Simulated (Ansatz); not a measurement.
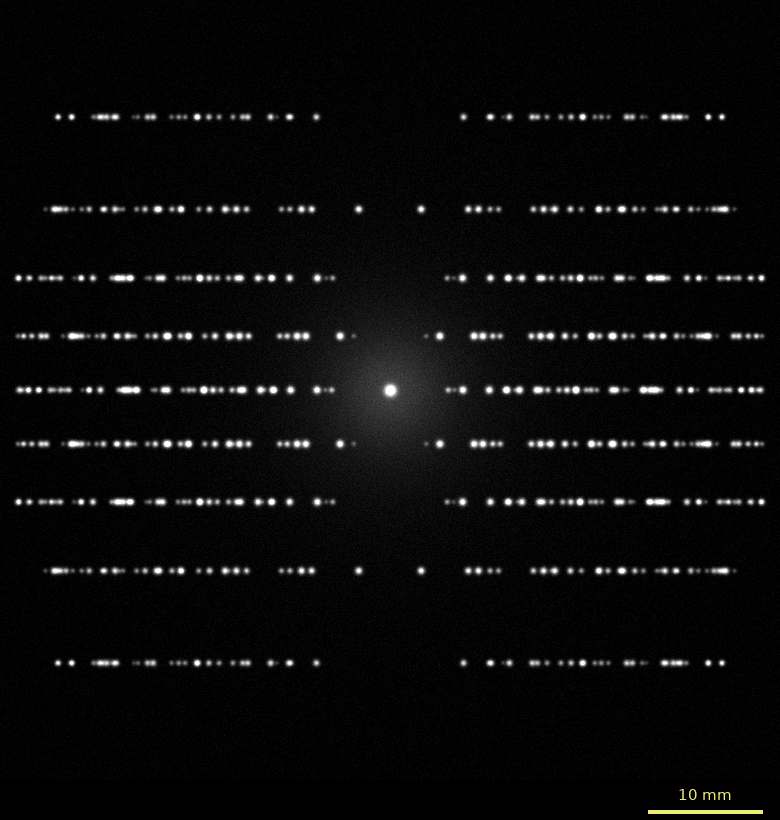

Simulated X-ray rotation photograph: Mo Kα radiation (λ = 0.7107 Å), cylindrical film of radius 30.0 mm unrolled, rotation axis vertical and normal to the beam, kinematic intensities without Lorentz or polarisation factors, the film spanning ±63° about the beam; spots down to d = 0.67 Å.

What lattice repeat along the rotation axis do the layer lines give?

Answer. The first layer line lies 4.8 mm from the equator, so tan ν = 0.159, sin ν = 0.157 and the period is λ/sin ν = 4.53 Å. Further lines follow at 9.9, 16.0, 24.2 mm.

The crystal is Bi, space group R-3m (No. 166), a = 4.532 Å, c = 12.403 Å (hexagonal axes). Structure: the input geometry of an electronic-structure calculation (not necessarily at equilibrium).

About which axis was it rotated?

Answer. About [100] (or an equivalent direction), whose length in the conventional cell is 4.532 Å.
